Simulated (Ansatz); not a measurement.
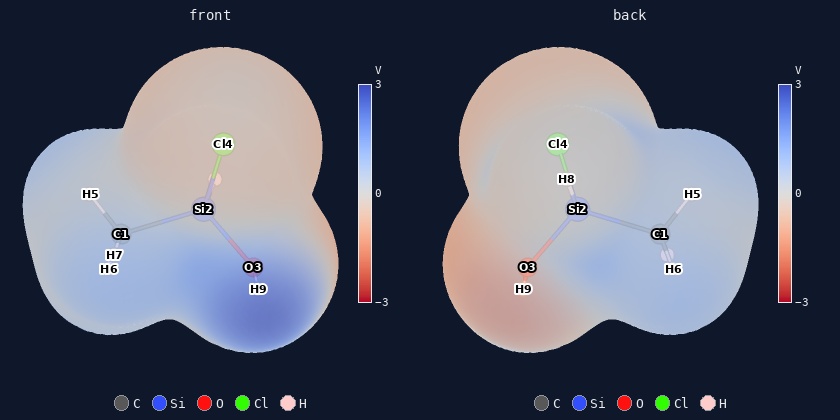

Figure 1: CH5ClOSi (SMILES C[SiH](O)Cl). The molecular electrostatic potential painted on the density surface at 0.001 e/bohr³, seen from the front and from behind; red is negative and blue positive.

Geometry: PBE0-D4/def2-TZVP.

Method: RKS PBE0-D4/def2-TZVPP in Ansatz 0.2.0.

The calculation's input:

```
crystal:
  periodic: [false, false, false]
  atoms:
    - {symbol: C, position_ang: [-0.641459, 0.901711, -0.409340]}
    - {symbol: Si, position_ang: [0.027384, -0.687839, 0.266065]}
    - {symbol: O, position_ang: [1.352546, -0.484889, 1.204595]}
    - {symbol: Cl, position_ang: [0.486826, -1.901393, -1.340958]}
    - {symbol: H, position_ang: [-1.541036, 0.716423, -1.000898]}
    - {symbol: H, position_ang: [-0.897052, 1.581224, 0.407780]}
    - {symbol: H, position_ang: [0.090576, 1.394225, -1.054070]}
    - {symbol: H, position_ang: [-0.945308, -1.408080, 1.111939]}
    - {symbol: H, position_ang: [2.156123, -0.157683, 0.797685]}
basis:
  gaussian: {orbitals: def2-TZVPP}
hamiltonian: {xc: pbe0, dispersion: d4}
output: {orbitals: {seedname: orbitals}}
```

Command:

```sh
ansatz run in.yaml --threads 2 --pin off --events-out ev --progress --plain --max-ram 32768MiB --backend cpu
```

Where is the surface potential most negative and most positive?

The most negative region (about −1.0 V) lies over O3, the most positive (about +2.2 V) over H9. O3 is the likeliest acceptor of a hydrogen bond.
